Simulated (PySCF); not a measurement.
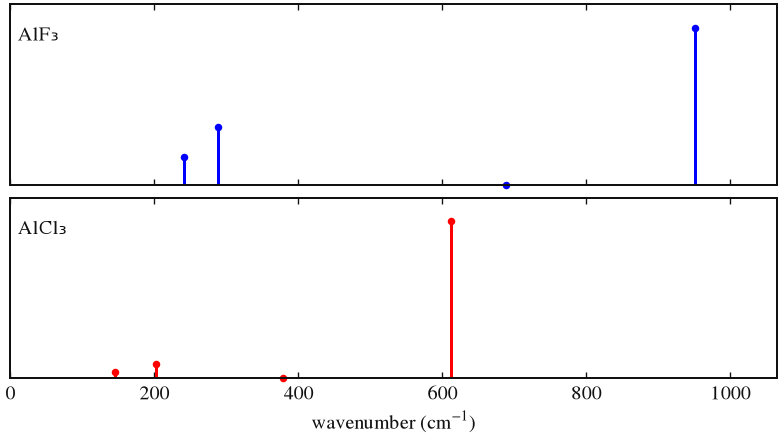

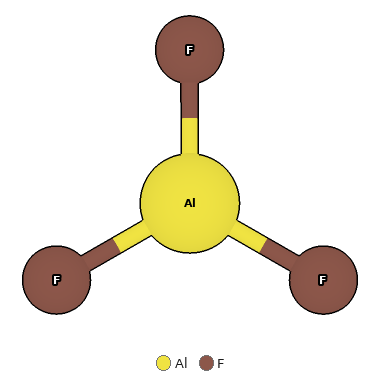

Harmonic infrared lines of AlF₃ and AlCl₃, all D3h singlets, each the lowest point that its search found (AlF₃ is drawn); the ligand atom changes down one group of the periodic table. B3LYP/def2-TZVP, PySCF, unscaled, no spin-orbit coupling; each panel is scaled to its strongest line, degenerate modes are one line with their intensities summed, and dots on the axis are modes too weak to show or inactive.

> How do the bond length and the stretches change along the series?

Mean bond length: AlF₃ 1.634, AlCl₃ 2.079 Å, rising down the group. Highest e' mode: AlF₃ 951, AlCl₃ 612 cm⁻¹, falling down the group.
